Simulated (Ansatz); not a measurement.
## How fast states decay through Li2H2SeS

Wanted: the relaxed cell of Li2H2SeS, its band edges and its decay constants. It is built by putting Se for part of the S in the LiHS structure of space group Ama2, with the volume rescaled by atomic radii. The parent structure comes from the Materials Project.

Method: PBE DFT, plane waves, PAW files, in the first sound run; inputs show where later runs differ, in Ansatz 0.2.0.

The structure was built from a prototype and need not be the compound's stable phase.

### 1. The starting structure

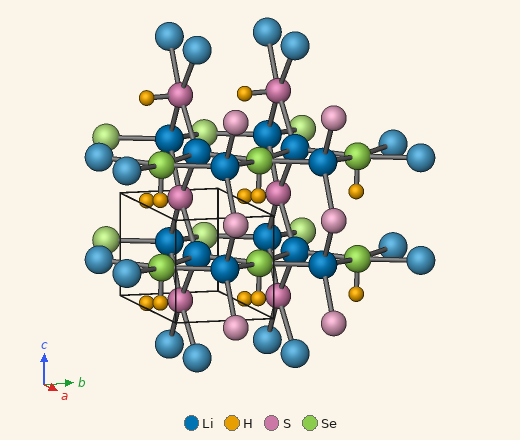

The cell as given, slightly off an axis (lithium blue, hydrogen orange, sulfur pink, selenium green). 1×2×2 cells are drawn. Some periodic images of atoms are drawn too.

### 2. Cell and atoms at rest

The substituted atoms don't fit the parent's cell, so cell and atoms relax together. A small smearing keeps the run stable in case the gap closes on the way.

Contents of input.yaml:

```yaml
crystal:
  lattice:
    - [6.2018812445, 0.0, 0.0]
    - [0.0, 2.8489228243, 2.7916740666]
    - [0.0, -2.8489228243, 2.7916740666]
  atoms:
    - { symbol: Li, position: [0.0, 0.50312984, 0.50312984] }
    - { symbol: Li, position: [0.5, 0.50312984, 0.50312984] }
    - { symbol: H, position: [0.75, 0.98561304, 0.12999181] }
    - { symbol: H, position: [0.25, 0.12999181, 0.98561304] }
    - { symbol: S, position: [0.25, 0.47238614, 0.99974934] }
    - { symbol: Se, position: [0.75, 0.99974934, 0.47238614] }
kpoints:
  mp_grid: { grid: [4, 6, 6] }
scf:
  occupations: { method: gaussian, width: 0.03 }
hamiltonian:
  xc: pbe
output:
  forces: true
  stress: true
relax:
  f_tol: 0.02
  max_steps: 60
  cell: {}
```

Started as:

```sh
$ ansatz run input.yaml --threads 2 --pin off --max-ram 4096MiB --backend cpu --events-out ev --progress --plain --runs-dir out
```

Numbers of over 12 decimals in the logs are rounded to 6 here.

Log:

```text
Engine: ansatz 0.2.0, aarch64-unknown-linux-gnu
Pseudopotentials: kind: paw
Pseudopotential: Li, paw, valence charge 3, recommended cutoff 420 eV (normal), Li.paw.azcp
Pseudopotential: H, paw, valence charge 1, recommended cutoff 420 eV (normal), H.paw.azcp
Pseudopotential: S, paw, valence charge 6, recommended cutoff 420 eV (normal), S.paw.azcp
Pseudopotential: Se, paw, valence charge 16, recommended cutoff 420 eV (normal), Se.paw.azcp
Functional definition: PBE
  parameter kappa = 0.804
  parameter beta = 0.066725
  exchange = pbe_x(kappa = kappa, mu = beta*pi^2/3)
  correlation = pbe_c(beta = beta)
Crystal: 6 atoms, lattice volume = 98.650 Å³
Basis set: ecut = 420 eV, 1949 PW (Γ), exchange–correlation on 90×54×54 points (8 copies of the dense FFT grid, shifted against one another)
Bands: 21, of which v1, the nominal top of the filled ones, is band 15 counted from 1 (14 counted from 0)
Symmetry: 2 space group operations
Space group: Pm (ITA 6), of the structure as read, at distance tolerance 4.6e-5 Å
k-points: 60 of 144 (time reversal used)
Non-local potential: Li, projectors of the file, l = 0: 3, l = 1: 2, l = 2: 1
Non-local potential: H, projectors of the file, l = 0: 2, l = 1: 1
Non-local potential: S, projectors of the file, l = 0: 2, l = 1: 2, l = 2: 2
Non-local potential: Se, projectors of the file, l = 0: 2, l = 1: 2, l = 2: 3, l = 3: 1
PAW form: soft (Blöchl's): semilocal exchange-correlation on the pseudo side does not see the compensation charge
PAW one-centre angular grid: Li, 110 points (default); XC on 64 Gauss nodes
PAW one-centre angular grid: H, 110 points (default); XC on 64 Gauss nodes
PAW one-centre angular grid: S, 110 points (default); XC on 64 Gauss nodes
PAW one-centre angular grid: Se, 590 points (default); XC on 64 Gauss nodes
Initial density: superposition of atomic densities (neutral atoms: chi_scale 0, normalization atom), corrected by the library's trained network
Initial wavefunctions: pseudopotential atomic-orbital guess
Functional: x = pbe(κ = 0.804, μ = 0.219515), c = pbe(β = 0.066725)
SCF iter   1: F=—  HF=-6816.317280 eV  |F-HF|=—  |Δ(HF+E_count)|=         —  Δρ=1.04e-3  dr2=5.50e-4  ethr=1.77e-3  ⟨swp⟩=6.2  Hψ=6433  notcnv=0
preconditioner: auto → Resta (q_TF=auto, 2.237 Å⁻¹)  ε∞=2.8  [insulator: Δε(μ)=3.256 eV  Ē_g=11.078 eV  σ=0.030 eV  W_gap=1.00  n_scr=18 (ndim 8)  ℏωp=15.0 eV  f_vac=0.047  D(μ)=0.00/eV (n_scr^D=0)  ε∞_Penn≈2.8]
SCF iter   2: F=—  HF=-6816.317285 eV  |F-HF|=—  |Δ(HF+E_count)|=   4.27e-6  Δρ=5.64e-4  dr2=1.72e-4  ethr=1.83e-6  ⟨swp⟩=3.0  Hψ=2761  notcnv=0  defer=6
SCF iter   3: F=—  HF=-6816.317598 eV  |F-HF|=—  |Δ(HF+E_count)|=   3.13e-4  Δρ=1.74e-4  dr2=2.95e-5  ethr=5.74e-7  ⟨swp⟩=2.0  Hψ=2100  notcnv=0  defer=6
SCF iter   4: F=—  HF=-6816.317563 eV  |F-HF|=—  |Δ(HF+E_count)|=   3.49e-5  Δρ=6.67e-5  dr2=4.53e-6  ethr=9.84e-8  ⟨swp⟩=2.0  Hψ=2068  notcnv=0  defer=6
SCF iter   5: F=—  HF=-6816.317564 eV  |F-HF|=—  |Δ(HF+E_count)|=   5.77e-7  Δρ=1.74e-5  dr2=3.41e-7  ethr=1.51e-8  ⟨swp⟩=2.0  Hψ=1581  notcnv=0  defer=6
SCF iter   6: F=-6816.317564 eV  HF=-6816.317564 eV  |F-HF|=5.29e-8  |Δ(HF+E_count)|=   1.23e-7  Δρ=5.78e-6  dr2=3.61e-8  ethr=3.33e-10  ⟨swp⟩=4.8  Hψ=4351  notcnv=0
SCF 1 converged in 6 iterations: F = -6816.317564 eV  dr2 = 3.61e-8
  greatest PAW one-centre occupation: 1.000 electrons in one spin orbital (limit 2), on the Se atom at site 5 (counted from 0), in its partial waves of l = 2
relax step   1: F+E_penalty+E_count = -6816.31756371 eV  Δ(F+E_penalty+E_count) = +0.000e0 eV  max|allowed force component| = 2.142e0 eV/Å  Δτ_max = 0.0000 Å  P = +3.163 GPa  Ω = 98.650 Å³  (6 SCF iters, dr2 threshold 1.00e-7 eV, accepted)
Crystal: 6 atoms, lattice volume = 102.856 Å³
Basis set: ecut = 420 eV, 2011 PW (Γ), exchange–correlation on 90×54×54 points (8 copies of the dense FFT grid, shifted against one another)
Initial density: handed on by an earlier stage of this run
Initial wavefunctions: those handed on with the density
iter 1 solved again at ethr=9.36e-5 eV; its pass at ethr=3.10e-3 eV (dr2=2.81e-2 eV) is discarded
SCF iter   1: F=—  HF=-6816.497401 eV  |F-HF|=—  |Δ(HF+E_count)|=         —  Δρ=6.22e-3  dr2=2.87e-2  ethr=9.36e-5  ⟨swp⟩=1.3  Hψ=7499  notcnv=0
preconditioner: auto → Resta (q_TF=auto, 2.222 Å⁻¹)  ε∞=2.8  [insulator: Δε(μ)=3.109 eV  Ē_g=10.874 eV  σ=0.030 eV  W_gap=1.00  n_scr=20 (ndim 8)  ℏωp=14.6 eV  f_vac=0.064  D(μ)=0.00/eV (n_scr^D=0)  ε∞_Penn≈2.8]
SCF iter   2: F=—  HF=-6816.494510 eV  |F-HF|=—  |Δ(HF+E_count)|=   2.89e-3  Δρ=3.10e-3  dr2=7.08e-3  ethr=9.36e-5  ⟨swp⟩=2.2  Hψ=1720  notcnv=0
SCF iter   3: F=—  HF=-6816.494620 eV  |F-HF|=—  |Δ(HF+E_count)|=   1.10e-4  Δρ=4.53e-4  dr2=3.38e-4  ethr=2.36e-5  ⟨swp⟩=2.0  Hψ=1941  notcnv=0
SCF iter   4: F=—  HF=-6816.494596 eV  |F-HF|=—  |Δ(HF+E_count)|=   2.38e-5  Δρ=1.77e-4  dr2=5.08e-5  ethr=1.13e-6  ⟨swp⟩=2.0  Hψ=2158  notcnv=0
SCF iter   5: F=—  HF=-6816.494633 eV  |F-HF|=—  |Δ(HF+E_count)|=   3.62e-5  Δρ=6.52e-5  dr2=6.22e-6  ethr=1.69e-7  ⟨swp⟩=2.0  Hψ=2157  notcnv=0
SCF iter   6: F=-6816.494643 eV  HF=-6816.494642 eV  |F-HF|=9.74e-7  |Δ(HF+E_count)|=   9.41e-6  Δρ=1.77e-5  dr2=4.20e-7  ethr=2.00e-9  ⟨swp⟩=3.0  Hψ=5017  notcnv=0
SCF 2 converged in 6 iterations: F = -6816.494643 eV  dr2 = 4.20e-7
relax step   2: F+E_penalty+E_count = -6816.49464310 eV  Δ(F+E_penalty+E_count) = -1.771e-1 eV  max|allowed force component| = 6.352e-1 eV/Å  Δτ_max = 0.0795 Å  P = +0.789 GPa  Ω = 102.856 Å³  energy of the carried Pulay correction = -1.231e-3 eV  (6 SCF iters, dr2 threshold 6.00e-7 eV, accepted)
Crystal: 6 atoms, lattice volume = 104.079 Å³
Basis set: ecut = 420 eV, 2047 PW (Γ), exchange–correlation on 90×54×54 points (8 copies of the dense FFT grid, shifted against one another)
iter 1 solved again at ethr=2.46e-5 eV; its pass at ethr=3.10e-3 eV (dr2=7.37e-3 eV) is discarded
SCF iter   1: F=—  HF=-6816.515782 eV  |F-HF|=—  |Δ(HF+E_count)|=         —  Δρ=3.68e-3  dr2=7.14e-3  ethr=2.46e-5  ⟨swp⟩=1.7  Hψ=7791  notcnv=0
preconditioner: auto → Resta (q_TF=auto, 2.217 Å⁻¹)  ε∞=2.8  [insulator: Δε(μ)=2.990 eV  Ē_g=10.819 eV  σ=0.030 eV  W_gap=1.00  n_scr=20 (ndim 8)  ℏωp=14.6 eV  f_vac=0.059  D(μ)=0.00/eV (n_scr^D=0)  ε∞_Penn≈2.8]
SCF iter   2: F=—  HF=-6816.516142 eV  |F-HF|=—  |Δ(HF+E_count)|=   3.60e-4  Δρ=1.82e-3  dr2=1.51e-3  ethr=2.38e-5  ⟨swp⟩=2.6  Hψ=1838  notcnv=0
SCF iter   3: F=—  HF=-6816.516818 eV  |F-HF|=—  |Δ(HF+E_count)|=   6.76e-4  Δρ=2.72e-4  dr2=5.90e-5  ethr=5.03e-6  ⟨swp⟩=2.0  Hψ=1802  notcnv=0
SCF iter   4: F=—  HF=-6816.516854 eV  |F-HF|=—  |Δ(HF+E_count)|=   3.54e-5  Δρ=4.38e-5  dr2=3.30e-6  ethr=1.97e-7  ⟨swp⟩=2.1  Hψ=1714  notcnv=0
SCF iter   5: F=-6816.516857 eV  HF=-6816.516857 eV  |F-HF|=6.56e-8  |Δ(HF+E_count)|=   3.53e-6  Δρ=1.74e-5  dr2=5.41e-7  ethr=2.00e-9  ⟨swp⟩=5.0  Hψ=4893  notcnv=0
SCF 3 converged in 5 iterations: F = -6816.516857 eV  dr2 = 5.41e-7
relax step   3: F+E_penalty+E_count = -6816.51685722 eV  Δ(F+E_penalty+E_count) = -2.221e-2 eV  max|allowed force component| = 8.085e-2 eV/Å  Δτ_max = 0.0509 Å  P = +0.136 GPa  Ω = 104.079 Å³  energy of the carried Pulay correction = -1.579e-3 eV  (5 SCF iters, dr2 threshold 6.00e-7 eV, accepted)
[...]
relax step   4: F+E_penalty+E_count = -6816.51898321 eV  Δ(F+E_penalty+E_count) = -2.126e-3 eV  max|allowed force component| = 2.156e-2 eV/Å  Δτ_max = 0.0197 Å  P = +0.008 GPa  Ω = 104.407 Å³  energy of the carried Pulay correction = -1.672e-3 eV  (5 SCF iters, dr2 threshold 4.09e-7 eV, accepted)
[...]
relax step   5: F+E_penalty+E_count = -6816.51906283 eV  Δ(F+E_penalty+E_count) = -7.962e-5 eV  max|allowed force component| = 6.813e-3 eV/Å  Δτ_max = 0.0040 Å  P = -0.004 GPa  Ω = 104.352 Å³  energy of the carried Pulay correction = -1.656e-3 eV  (5 SCF iters, dr2 threshold 2.91e-8 eV, accepted)
Basis set: ecut = 420 eV, 2051 PW (Γ), exchange–correlation on 90×60×54 points (8 copies of the dense FFT grid, shifted against one another)
Initial wavefunctions: pseudopotential atomic-orbital guess (no wavefunctions were taken with the density)
iter 1 solved again at ethr=2.47e-7 eV; its pass at ethr=3.10e-3 eV (dr2=7.40e-5 eV) is discarded
SCF iter   1: F=—  HF=-6816.511888 eV  |F-HF|=—  |Δ(HF+E_count)|=         —  Δρ=4.83e-4  dr2=9.03e-6  ethr=2.47e-7  ⟨swp⟩=3.0  Hψ=9381  notcnv=0
preconditioner: auto → Resta (q_TF=auto, 2.216 Å⁻¹)  ε∞=2.8  [insulator: Δε(μ)=2.978 eV  Ē_g=10.809 eV  σ=0.030 eV  W_gap=1.00  n_scr=20 (ndim 8)  ℏωp=14.5 eV  f_vac=0.055  D(μ)=0.00/eV (n_scr^D=0)  ε∞_Penn≈2.8]
SCF iter   2: F=—  HF=-6816.518508 eV  |F-HF|=—  |Δ(HF+E_count)|=   6.62e-3  Δρ=2.43e-4  dr2=1.79e-6  ethr=3.01e-8  ⟨swp⟩=2.0  Hψ=1890  notcnv=0
SCF iter   3: F=—  HF=-6816.520581 eV  |F-HF|=—  |Δ(HF+E_count)|=   2.07e-3  Δρ=7.53e-5  dr2=2.65e-7  ethr=5.98e-9  ⟨swp⟩=2.0  Hψ=1740  notcnv=0
SCF iter   4: F=—  HF=-6816.520794 eV  |F-HF|=—  |Δ(HF+E_count)|=   2.12e-4  Δρ=1.11e-5  dr2=2.31e-8  ethr=8.83e-10  ⟨swp⟩=2.4  Hψ=1916  notcnv=0
SCF iter   5: F=—  HF=-6816.520798 eV  |F-HF|=—  |Δ(HF+E_count)|=   4.35e-6  Δρ=1.50e-6  dr2=3.28e-9  ethr=7.70e-11  ⟨swp⟩=2.0  Hψ=2158  notcnv=0
SCF iter   6: F=—  HF=-6816.520798 eV  |F-HF|=—  |Δ(HF+E_count)|=   2.71e-8  Δρ=4.78e-7  dr2=5.57e-10  ethr=1.09e-11  ⟨swp⟩=2.0  Hψ=2118  notcnv=0
SCF iter   7: F=-6816.520798 eV  HF=-6816.520798 eV  |F-HF|=5.73e-11  |Δ(HF+E_count)|=   1.16e-9  Δρ=1.55e-7  dr2=4.85e-11  ethr=1.00e-12  ⟨swp⟩=3.0  Hψ=4790  notcnv=0
SCF 6 converged in 7 iterations: F = -6816.520798 eV  dr2 = 4.85e-11
relax step   6: F+E_penalty+E_count = -6816.52079794 eV  Δ(F+E_penalty+E_count) = -1.735e-3 eV  max|allowed force component| = 5.943e-3 eV/Å  Δτ_max = 0.0000 Å  P = +0.003 GPa  Ω = 104.352 Å³  stress off target by 1.12e-2 GPa  SCF on the basis re-selected at this cell (its energy is not comparable with the rows above)  (7 SCF iters)
basis re-selected at this cell: Δ(F+E_penalty+E_count) = -1.735e-3 eV, ΔP = +0.007 GPa vs the last step (what re-selecting the basis moved, of the pressure what is left beyond the Pulay correction that the steps carried, after the strain that the cell walked since its last selection, with what the two solves' SCF thresholds leave and, on support functions, any second-order correction that the steps lacked; it is no measure of the basis error at this ecutwfc). The dense FFT grid was sized anew with the basis: this SCF ran on 45×30×27 points, the steps before it on 45×27×27, so part of this shift can come from that change (see relax.cell in the input reference). [rest of the remark cut]
SCF converged after 7 iterations
Free energy (F): -6816.520798 eV
Harris-Foulkes:  -6816.520798 eV  (|F-HF|=5.73e-11)
Internal energy: -6816.520798 eV  (E = F + TS)
E sigma→0 (E₀):  -6816.520798 eV
Fermi energy:    3.006409 eV
--- Per-component energies (eV) ---
  E_band       = -665.242568
  E_kinetic    = 295.967109
  E_local      = -3625.586466  (includes V_loc(G=0)·N_el)
  E_nonlocal   = -630.909773
  E_hartree    = 1672.123764
  E_xc         = -241.051509
  E_vxc        = -236.717126  (∫ρ·V_xc dr)
  E_paw        = -2554.526392  (= ΣΔE_a)
  E_vpaw       = 187.758836  (= ΣTr[D̂ρ^β])
  E_aug_tail   = -0.002933  (compensation charges beyond the density's cutoff)
  E_ewald      = -1732.534598
  E_smearing   = -0.000000  (= −TS)
  E_closure    = -0.000000  (closes the sum)
  Σ components = -6816.520798   (vs F -6816.520798, Δ=0.00e0)
--- Forces (eV/Å), atoms counted from 1 ---
  atom   1  Li    -0.00039985     0.00220469    -0.00120022
  atom   2  Li     0.00039985     0.00220469    -0.00120022
  atom   3  H      0.00000000     0.00084561    -0.00594341
  atom   4  H      0.00000000    -0.00305034    -0.00255318
  atom   5  S      0.00000000    -0.00046114     0.00533289
  atom   6  Se     0.00000000    -0.00174482     0.00556223
  max |Σ_I F_I| component: 1.92e-6 eV/Å
--- Stress (GPa, compression-positive) ---
        0.006272       0.000000       0.000000
        0.000000      -0.008957       0.003823
        0.000000       0.003823       0.010520
  P = ⅓ Tr σ = 0.0026 GPa (0.026 kbar)
--- Relaxed structure (5 steps of the walk, 5 accepted, 1 SCFs on fresh bases) ---
  F+E_penalty+E_count = -6816.52079794 eV   max|allowed force component| = 5.943e-3 eV/Å   (the final SCF, on the basis selected at the relaxed cell)
  cell:  # Å, volume = 104.3517 Å³
    - [6.295709, 0.0, 0.0]
    - [0.0, 2.963323, 2.913612]
    - [0.0, -2.846629, 2.794525]
  atoms:
    - { symbol: Li, position: [0.00781477, 0.498531, 0.503344] }
    - { symbol: Li, position: [0.492185, 0.498531, 0.503344] }
    - { symbol: H, position: [0.75, 0.981115, 0.111339] }
    - { symbol: H, position: [0.25, 0.146892, 0.992594] }
    - { symbol: S, position: [0.25, 0.472815, 1.000925] }
    - { symbol: Se, position: [0.75, 0.996117, 0.482454] }
```

The job ended after 29 s (2 threads of Arm Neoverse V2, shared host; peak memory 0.42 GiB).

The steps of the relaxation:

| step | energy less that of the first step (eV) | largest force component (eV/Å) | pressure (GPa) | volume (Å³) |
| --- | --- | --- | --- | --- |
| 1 | 0.0000 | 2.1416 | 3.16 | 98.65 |
| 2 | -0.1771 | 0.6352 | 0.79 | 102.86 |
| 3 | -0.1993 | 0.0809 | 0.14 | 104.08 |
| 4 | -0.2014 | 0.0216 | 0.01 | 104.41 |
| 5 | -0.2015 | 0.0068 | 0.00 | 104.35 |
| 6* | -0.2032 | 0.0059 | 0.00 | 104.35 |

Relaxation steps marked * repeat the geometry before them on a plane-wave basis chosen anew for their cell, so energy and pressure can jump there.

Forces are held to the 2 operations that the run works with; a distortion that breaks them can't arise in this run.

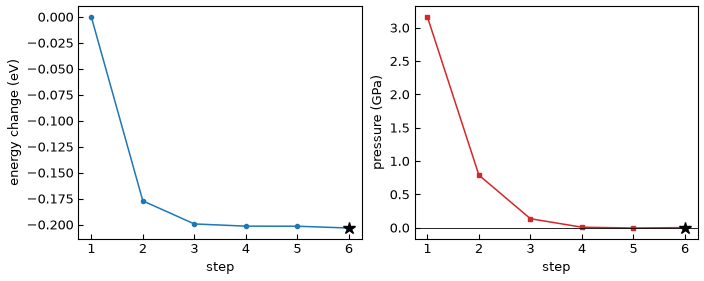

Energy and pressure along the relaxation. Stars mark steps on a basis chosen anew.

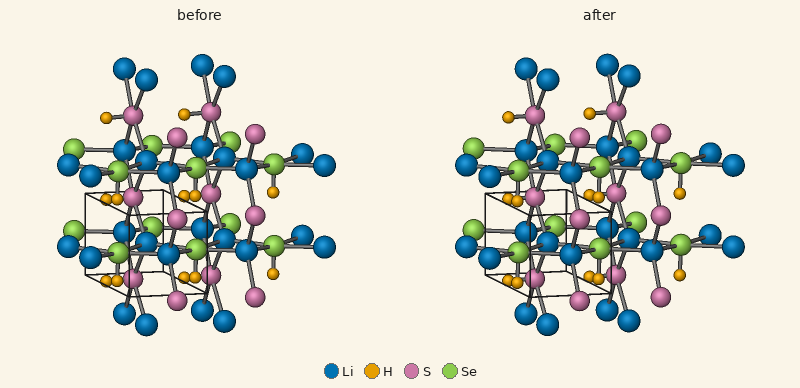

The structure before and after the relaxation, drawn at the same scale.

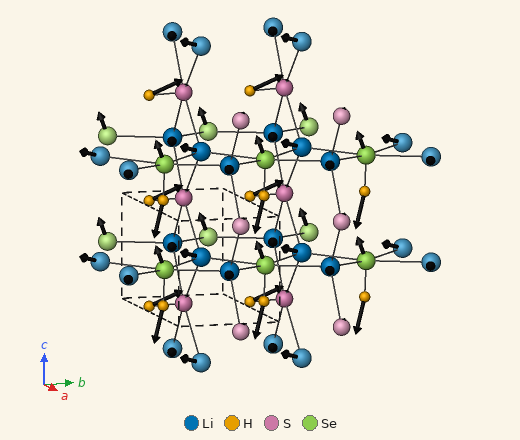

Displacements in the relaxation, exaggerated, measured against the changing cell; the longest in the cell stands for 0.08 Å. 1×2×2 cells are drawn. Some periodic images of atoms are drawn too.

| cell as run | before | after | change |
| --- | --- | --- | --- |
| a (Å) | 6.202 | 6.296 | +1.5 % |
| b (Å) | 3.989 | 4.156 | +4.2 % |
| c (Å) | 3.989 | 3.989 | +0.0 % |
| α (°) | 91.16 | 91.01 | -0.2 % |
| volume (Å³/atom) | 16.44 | 17.39 | +5.8 % |

The atoms that moved most (Å, as changes of fractional coordinates times the final cell):

| atom | dx | dy | dz | length |
| --- | --- | --- | --- | --- |
| H3 | 0.000 | 0.040 | -0.065 | 0.076 |
| H4 | 0.000 | 0.030 | 0.069 | 0.075 |
| Li2 | -0.049 | -0.014 | -0.013 | 0.053 |
| Li1 | 0.049 | -0.014 | -0.013 | 0.053 |
| Se6 | 0.000 | -0.039 | 0.018 | 0.043 |

The relaxed structure:

```xyz
6
Lattice="6.2957 0.0000 0.0000 0.0000 2.9633 2.9136 0.0000 -2.8466 2.7945" Properties=species:S:1:pos:R:3 pbc="T T T"
Li    0.0492    0.0445    2.8591
Li    3.0987    0.0445    2.8591
H     4.7218    2.5904    3.1697
H     1.5739   -2.3903    3.2018
S     1.5739   -1.4482    4.1747
Se    4.7218    1.5784    4.2505
```

This step gave:

```yaml
free_energy: -6816.5208 eV
fermi_energy: 3.006 eV
pressure: 0.002612 GPa
```

The largest force component on a free atom ends at 0.0059 eV/Å.

### 3. The bulk crystal and its band edges

The energy window and the wavevectors of the next steps follow from the band edges, so these are searched first, off the mesh as well.

Contents of input.yaml:

```yaml
crystal:
  lattice:
    - [6.295708603, 0.0, 0.0]
    - [0.0, 2.9633231632, 2.9136121244]
    - [0.0, -2.8466288823, 2.7945247981]
  atoms:
    - { symbol: Li, position: [0.0078147674, 0.4985310616, 0.5033437611] }
    - { symbol: Li, position: [0.4921852326, 0.4985310616, 0.5033437611] }
    - { symbol: H, position: [0.75, 0.9811145514, 0.1113392107] }
    - { symbol: H, position: [0.25, 0.1468917937, 0.9925941188] }
    - { symbol: S, position: [0.25, 0.47281476, 1.0009252941] }
    - { symbol: Se, position: [0.75, 0.9961167816, 0.4824538642] }
kpoints:
  mp_grid: { grid: [4, 6, 6] }
  band_path: { path: [VBM, CBM], npoints: 30 }
scf:
  occupations: { method: fixed }
hamiltonian:
  xc: pbe
output:
  eigenvalues: true
  write_potential: true
  write_density: true
  volumetric_format: npy
```

Log:

```text
[...]
Crystal: 6 atoms, lattice volume = 104.352 Å³
Basis set: ecut = 420 eV, 2051 PW (Γ)
Bands: 21, of which v1, the nominal top of the filled ones, is band 15 counted from 1 (14 counted from 0)
Symmetry: 2 space group operations
[...]
k-points: 60 of 144 (time reversal used)
[...]
SCF iter   1: F=—  HF=-6816.521326 eV  |F-HF|=—  |Δ(HF+E_count)|=         —  Δρ=9.52e-4  dr2=7.30e-4  ethr=1.77e-3  ⟨swp⟩=4.9  Hψ=5362  notcnv=0  defer=225
[...]
SCF iter   6: F=-6816.520863 eV  HF=-6816.520863 eV  |F-HF|=4.12e-9  |Δ(HF+E_count)|=   1.43e-7  Δρ=3.77e-6  dr2=2.52e-8  ethr=3.33e-10  ⟨swp⟩=7.1  Hψ=5088  notcnv=0
SCF 1 converged in 6 iterations: F = -6816.520863 eV  dr2 = 2.52e-8
[...]
NSCF: frozen V_eff on 80 k-points
[...]
SCF converged after 6 iterations
Free energy (F): -6816.520863 eV
[...]
Internal energy: -6816.520863 eV  (E = F + TS)
E sigma→0 (E₀):  -6816.520863 eV
Fermi energy:    1.519132 eV
[...]
--- Band table (eV; the first three rows and the last of 60) ---
  k-point 0: bands = [... 11 lower, -0.5611, 0.6810, 1.0561, 1.5191, 4.4938, 4.9866, 6.0843, 6.5659, ... 2 higher]
  k-point 1: bands = [... 11 lower, -0.4422, 0.1979, 1.1124, 1.4035, 5.0803, 5.7039, 6.4783, 7.2569, ... 2 higher]
  k-point 2: bands = [... 11 lower, -0.5688, -0.1299, 1.0917, 1.2346, 5.5226, 6.5806, 8.0340, 8.6009, ... 2 higher]
  k-point 59: bands = [... 11 lower, -0.6235, -0.2060, 0.2917, 0.6897, 6.8707, 7.1189, 8.6208, 8.9001, ... 2 higher]
```

The job ended after 20 s (2 threads; peak memory 0.39 GiB; 37 s of CPU time).

Reading the cycles: dr2 is the Hartree energy of the density residual (eV), the measure of convergence; HF is the Harris–Foulkes estimate of the energy, which meets the free energy F at convergence.

Numbers from this step:

| Item | Value |
| --- | --- |
| free energy | -6816.5209 eV |
| Fermi energy | 1.519 eV |
| gap on the k-mesh | 2.975 eV |
| gap on path | 2.975 eV, by band count; negative where bands overlap |
| direct gap on path | 2.975 eV |
| edge places on path | 0, 0 1/A along the path |

Levels at VBM (eV): -3.62, -2.63, -2.08, -0.84, -0.46, 0.00, 2.97, 3.47, 4.57, 5.05, 7.35, 7.74.

The searched edges give 2.97 eV, as on the mesh.

(Continued in part 2 of 3.)

[Logs are printed without paths, hosts, clocks, repeated set-up lines and the standing remarks that a program may print on its own settings, such as how far it seeks lower states.]

[Hosts, paths, dates, database ids (printed as entryN), source tags and the programs' standing remarks are cut or masked in the printed files.]
